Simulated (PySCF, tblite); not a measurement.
# C₃H₇FOSi: dynamics, then NMR shifts on frames, part 2 of 2

tblite 0.8.0 and PySCF 2.14.0. Atoms count from 0. The steps go on from the part before.

**5. NMR shieldings: 625 fs, PBE0/pcSseg-1**

The job: settings as JSON, then the geometry in Å.

```
{"job": {"kind": "nmr", "xc": "PBE0", "basis": "pcSseg-1", "pop": false}, "charge": 0, "multiplicity": 1}
C     -1.827400     0.590800     1.929800
C     -1.384700    -0.366900     1.091300
C     -1.620400    -1.723800     1.671200
F     -0.275300    -2.211200     1.985200
Si    -0.422300     0.028400    -0.575200
O      0.897200    -0.845300    -0.820400
H     -1.951000     1.688500     1.457400
H     -2.326900     0.411700     2.888900
H     -2.284800    -1.804500     2.510400
H     -2.024000    -2.455900     0.940400
H     -0.152400     1.526600    -0.686400
H     -1.340400    -0.372400    -1.855100
H      1.372000    -1.234300    -0.106500
```

Method: GIAO PBE0/pcSseg-1 NMR shielding, non-relativistic, gas phase.

The program printed:

```text
coarse grid: 11400 points
cycle   1  E = -582.4081112232  dE =  4.021e-01  |g| = 8.372e-01  |ddm| = 3.102e+00
cycle   2  E = -582.2429684027  dE =  1.651e-01  |g| = 1.289e+00  |ddm| = 1.484e+00
cycle   3  E = -582.5289649903  dE = -2.860e-01  |g| = 9.143e-02  |ddm| = 1.034e+00
cycle   4  E = -582.5305233621  dE = -1.558e-03  |g| = 4.210e-02  |ddm| = 1.128e-01
cycle   5  E = -582.5309738934  dE = -4.505e-04  |g| = 8.624e-03  |ddm| = 4.110e-02
cycle   6  E = -582.5309861272  dE = -1.223e-05  |g| = 4.724e-03  |ddm| = 1.008e-02
cycle   7  E = -582.5309917295  dE = -5.602e-06  |g| = 8.570e-04  |ddm| = 4.054e-03
final grid: 105968 points
cycle   8  E = -582.5831549177  dE = -2.613e-05  |g| = 8.311e-03  |ddm| = 1.935e-02
cycle   9  E = -582.5831394272  dE =  1.549e-05  |g| = 1.244e-02  |ddm| = 1.422e-02
cycle  10  E = -582.5831695236  dE = -3.010e-05  |g| = 9.441e-04  |ddm| = 8.294e-03
cycle  11  E = -582.5831696805  dE = -1.569e-07  |g| = 2.152e-04  |ddm| = 8.257e-04
cycle  12  E = -582.5831696894  dE = -8.872e-09  |g| = 5.302e-05  |ddm| = 1.939e-04
cycle  13  E = -582.5831696898  dE = -4.200e-10  |g| = 2.722e-05  |ddm| = 5.284e-05
converged SCF energy = -582.5831696898

GIAO shielding tensors (ppm)
atom      isotropic    diamagn.    paramagn.     s11        s22        s33       span
  0 C       31.336     253.721    -222.385    -87.548     45.402    136.153    223.701
  1 C       26.584     258.827    -232.243    -99.550     18.584    160.718    260.268
  2 C       87.156     242.473    -155.317     58.361     63.979    139.128     80.767
  3 F      361.897     476.508    -114.610    283.848    349.845    452.000    168.152
  4 Si     373.019     878.501    -505.483    332.082    359.133    427.842     95.760
  5 O      317.667     389.163     -71.496    293.273    301.671    358.056     64.783
  6 H       24.151      28.474      -4.322     21.769     22.289     28.396      6.627
  7 H       24.490      29.657      -5.166     20.543     24.889     28.039      7.496
  8 H       26.811      28.745      -1.934     24.306     26.297     29.829      5.523
  9 H       25.862      27.865      -2.003     24.391     24.703     28.491      4.099
 10 H       25.483      29.199      -3.716     22.601     24.121     29.727      7.126
 11 H       24.586      26.837      -2.250     22.078     23.081     28.600      6.522
 12 H       30.378      32.936      -2.558     21.687     26.420     43.027     21.341
```

It took 12 s on 1 thread of Arm Neoverse V1, shared host; peak memory 0.83 GiB.

Key values: δ C1 160.3, C0 155.6, C2 99.8, F3 -191.0, H6 7.57, H7 7.23 ppm.

**6. NMR shieldings: 800 fs, PBE0/pcSseg-1**

The job: settings as JSON, then the geometry in Å.

```
{"job": {"kind": "nmr", "xc": "PBE0", "basis": "pcSseg-1", "pop": false}, "charge": 0, "multiplicity": 1}
C     -1.276800     0.727500     1.685000
C     -0.975500    -0.235300     0.817600
C     -0.887000    -1.675000     1.324600
F     -1.434400    -1.885300     2.564400
Si    -0.869100    -0.179100    -1.077600
O      0.667300    -0.256300    -1.648800
H     -1.339200     1.862800     1.371300
H     -1.493600     0.627200     2.707600
H     -1.242800    -2.481700     0.681100
H      0.232700    -1.855600     1.362100
H     -1.478400     1.150000    -1.595600
H     -1.314300    -1.420200    -1.630100
H      1.352200     0.394100    -1.402300
```

Method: GIAO PBE0/pcSseg-1 NMR shielding, non-relativistic, gas phase.

The program printed:

```text
coarse grid: 11400 points
cycle   1  E = -582.4209534644  dE =  5.197e-01  |g| = 8.317e-01  |ddm| = 3.146e+00
cycle   2  E = -582.2545462410  dE =  1.664e-01  |g| = 1.274e+00  |ddm| = 1.769e+00
cycle   3  E = -582.5419515322  dE = -2.874e-01  |g| = 1.063e-01  |ddm| = 1.261e+00
cycle   4  E = -582.5439720540  dE = -2.021e-03  |g| = 5.036e-02  |ddm| = 1.290e-01
cycle   5  E = -582.5445299407  dE = -5.579e-04  |g| = 1.151e-02  |ddm| = 4.408e-02
cycle   6  E = -582.5445532389  dE = -2.330e-05  |g| = 5.853e-03  |ddm| = 1.218e-02
cycle   7  E = -582.5445619249  dE = -8.686e-06  |g| = 8.741e-04  |ddm| = 5.133e-03
final grid: 105968 points
cycle   8  E = -582.5959049244  dE = -2.517e-05  |g| = 7.799e-03  |ddm| = 2.144e-02
cycle   9  E = -582.5958925691  dE =  1.236e-05  |g| = 1.129e-02  |ddm| = 1.483e-02
cycle  10  E = -582.5959175578  dE = -2.499e-05  |g| = 8.764e-04  |ddm| = 8.875e-03
cycle  11  E = -582.5959177008  dE = -1.430e-07  |g| = 2.235e-04  |ddm| = 8.229e-04
cycle  12  E = -582.5959177110  dE = -1.024e-08  |g| = 8.215e-05  |ddm| = 2.284e-04
cycle  13  E = -582.5959177124  dE = -1.354e-09  |g| = 3.013e-05  |ddm| = 8.833e-05
cycle  14  E = -582.5959177126  dE = -2.160e-10  |g| = 8.052e-06  |ddm| = 2.833e-05
converged SCF energy = -582.5959177126

GIAO shielding tensors (ppm)
atom      isotropic    diamagn.    paramagn.     s11        s22        s33       span
  0 C       50.012     252.068    -202.055    -58.257     39.514    168.779    227.035
  1 C       35.660     263.265    -227.606    -66.411     15.299    158.091    224.502
  2 C       96.441     243.651    -147.211     65.569     77.002    146.750     81.182
  3 F      416.675     468.065     -51.390    380.450    413.024    456.551     76.101
  4 Si     366.413     879.755    -513.342    351.914    361.849    385.477     33.563
  5 O      296.048     390.725     -94.677    263.269    289.869    335.006     71.737
  6 H       24.487      29.088      -4.601     22.682     23.034     27.746      5.064
  7 H       25.322      30.986      -5.664     22.389     24.522     29.054      6.665
  8 H       26.187      28.871      -2.684     21.676     26.022     30.864      9.188
  9 H       25.661      28.537      -2.876     21.586     26.867     28.529      6.943
 10 H       25.389      28.084      -2.694     22.080     24.337     29.752      7.672
 11 H       26.967      30.015      -3.048     23.872     25.798     31.231      7.359
 12 H       29.917      31.875      -1.958     22.640     25.492     41.618     18.978
```

It took 13 s on 1 thread of Arm Neoverse V1, shared host; peak memory 0.72 GiB.

Key values: δ C1 151.3, C0 136.9, C2 90.5, F3 -245.7, H6 7.23, H7 6.40 ppm.

**7. Nuclear shieldings: 1000 fs, PBE0/pcSseg-1**

The job: settings as JSON, then the geometry in Å.

```
{"job": {"kind": "nmr", "xc": "PBE0", "basis": "pcSseg-1", "pop": false}, "charge": 0, "multiplicity": 1}
C     -0.969400     0.679700     1.584100
C     -0.896900    -0.566900     1.063900
C     -0.562100    -1.613300     2.187200
F     -1.608300    -2.450700     1.972000
Si    -1.466100    -1.011600    -0.725500
O     -0.524900    -0.803300    -1.983000
H     -1.183100     1.641600     1.122100
H     -0.556400     0.846200     2.548200
H      0.334200    -2.145600     1.843800
H     -0.551700    -1.243000     3.231600
H     -2.661400    -0.309800    -1.079900
H     -1.510900    -2.469800    -0.620700
H     -0.302000     0.123500    -2.012300
```

Method: GIAO PBE0/pcSseg-1 NMR shielding, non-relativistic, gas phase.

The program printed:

```text
coarse grid: 11400 points
cycle   1  E = -582.3997046551  dE =  6.439e-01  |g| = 8.321e-01  |ddm| = 3.155e+00
cycle   2  E = -582.2593836536  dE =  1.403e-01  |g| = 1.228e+00  |ddm| = 1.621e+00
cycle   3  E = -582.5201174730  dE = -2.607e-01  |g| = 9.832e-02  |ddm| = 1.151e+00
cycle   4  E = -582.5219177981  dE = -1.800e-03  |g| = 4.374e-02  |ddm| = 1.228e-01
cycle   5  E = -582.5223233620  dE = -4.056e-04  |g| = 1.226e-02  |ddm| = 3.994e-02
cycle   6  E = -582.5223496719  dE = -2.631e-05  |g| = 5.517e-03  |ddm| = 1.181e-02
cycle   7  E = -582.5223575480  dE = -7.876e-06  |g| = 8.818e-04  |ddm| = 4.849e-03
final grid: 105968 points
cycle   8  E = -582.5743453658  dE = -2.778e-05  |g| = 8.108e-03  |ddm| = 2.273e-02
cycle   9  E = -582.5743338643  dE =  1.150e-05  |g| = 1.133e-02  |ddm| = 1.497e-02
cycle  10  E = -582.5743592942  dE = -2.543e-05  |g| = 9.621e-04  |ddm| = 8.885e-03
cycle  11  E = -582.5743594724  dE = -1.782e-07  |g| = 1.745e-04  |ddm| = 8.868e-04
cycle  12  E = -582.5743594786  dE = -6.180e-09  |g| = 6.642e-05  |ddm| = 1.958e-04
cycle  13  E = -582.5743594793  dE = -7.337e-10  |g| = 3.082e-05  |ddm| = 6.368e-05
converged SCF energy = -582.5743594793

GIAO shielding tensors (ppm)
atom      isotropic    diamagn.    paramagn.     s11        s22        s33       span
  0 C       42.155     256.641    -214.486    -75.360     46.721    155.105    230.465
  1 C       17.165     260.059    -242.894   -114.161     13.311    152.345    266.505
  2 C       88.102     247.287    -159.186     58.794     75.465    130.046     71.252
  3 F      398.071     469.675     -71.604    337.336    399.176    457.700    120.364
  4 Si     379.940     879.831    -499.891    333.017    358.601    448.203    115.186
  5 O      299.727     390.665     -90.938    248.679    296.274    354.227    105.548
  6 H       25.566      32.985      -7.419     22.354     25.493     28.852      6.498
  7 H       25.930      33.240      -7.310     22.230     25.142     30.418      8.188
  8 H       25.535      29.631      -4.096     23.540     25.168     27.897      4.356
  9 H       26.376      28.891      -2.515     23.772     25.724     29.632      5.860
 10 H       26.716      29.266      -2.550     22.625     25.664     31.859      9.234
 11 H       26.483      28.630      -2.147     22.291     26.983     30.176      7.885
 12 H       31.406      33.523      -2.117     22.504     28.625     43.090     20.587
```

It took 12 s on 1 thread of Arm Neoverse V1, shared host; peak memory 0.83 GiB.

In short: δ C1 169.8, C0 144.8, C2 98.8, F3 -227.1, H8 6.18, H6 6.15 ppm.

**8. Comparing the runs: NMR shifts**

Shifts (ppm) of some atoms, chosen among heavy atoms and hydrogens apart, with basis size and wall time:

```
  frame     C1     C0     C2    H9   H12      F3    O5  functions  time
 250 fs  157.8  135.0   98.0  7.41  1.60  -211.2  31.4        144  12 s
 425 fs  173.2  155.5  109.8  8.26  3.07  -220.6  38.1        144  13 s
 625 fs  160.3  155.6   99.8  5.86  1.34  -191.0  18.4        144  12 s
 800 fs  151.3  136.9   90.5  6.06  1.80  -245.7  40.0        144  13 s
1000 fs  169.8  144.8   98.8  5.34  0.31  -227.1  36.4        144  12 s
```

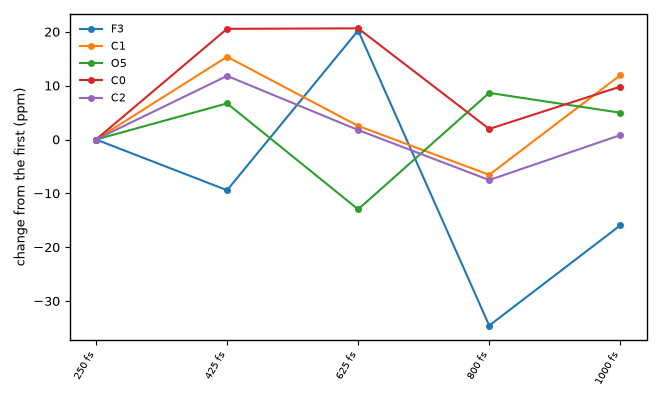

How five of the tabulated atoms move from run to run.

**9. Summary of results**

The summary covers parts 1 to 2.

| quantity | value |
| --- | --- |
| thermostat | 600 K |
| mean temperature, second half | 665 K |
| mean potential energy above the minimum | 0.97 eV |
| 13C shifts against TMS (PBE0/pcSseg-1, 250 fs) | 157.8, 135.0, 98.0 ppm |
| 1H shifts against TMS (PBE0/pcSseg-1, 250 fs) | 7.64, 7.54, 7.41, 6.74, 6.21, 5.21, 1.60 ppm |
| 19F shifts against CFCl3 (PBE0/pcSseg-1, 250 fs) | -211.2 ppm |
| 29Si shifts against TMS (PBE0/pcSseg-1, 250 fs) | -20.1 ppm |
| 17O shifts against H2O (PBE0/pcSseg-1, 250 fs) | 31.4 ppm |
| range of the shift of F3 | -245.7 to -191.0 ppm |

**Reading.** In the second half the potential energy averages 0.97 eV above the minimum; equipartition over 33 harmonic modes at 600 K would give 0.85 eV. With 13 atoms the temperature swings widely (381 to 894 K). Shifts at one fixed geometry are not the observed spectrum, which averages over the motion. In ppm, F3 moves most: its shift spreads over 54.8 ppm, from -245.7 (800 fs) to -191.0 (625 fs).
